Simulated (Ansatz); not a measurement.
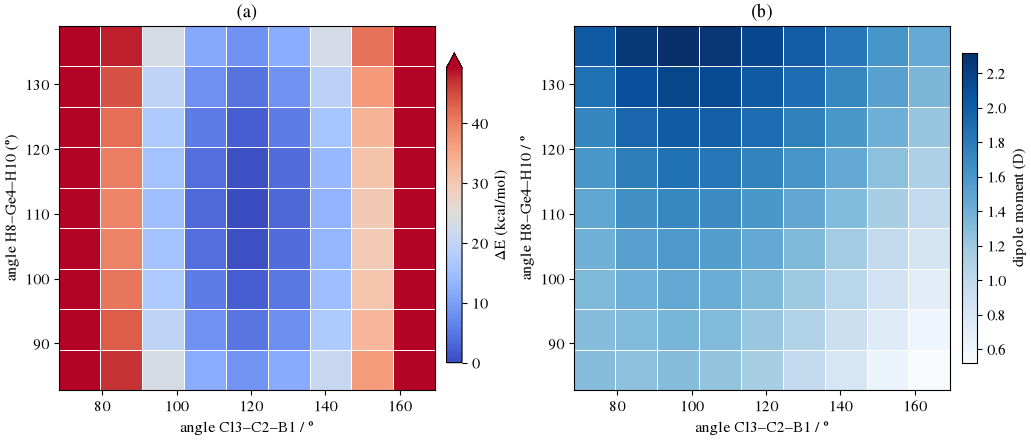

CH6BClGe, SMILES B[CH](Cl)[GeH3]. Coordinates scanned: (1) angle Cl3–C2–B1; (2) angle H8–Ge4–H10. Nothing is relaxed (all other coordinates rigid). Grid: 9 × 9 points. Energies: kcal/mol, counted from the lowest grid point. The calculation used RKS PBE-D4/def2-SVP in Ansatz.

Panel (a) is the energy and panel (b) the computed dipole moment on the same grid.

The picture shows one coloured cell a grid point, one colour for all values above the top of the scale.

**How does the dipole moment vary over the map, and what is it at the lowest grid point?**

Leaving out the highest fifth of the energies, it runs from 0.63 D at angle Cl3–C2–B1 = 152.6°, angle H8–Ge4–H10 = 85.9° to 2.32 D at angle Cl3–C2–B1 = 96.4°, angle H8–Ge4–H10 = 135.9°. At the lowest grid point, angle Cl3–C2–B1 = 118.9°, angle H8–Ge4–H10 = 110.9°, it is 1.60 D.
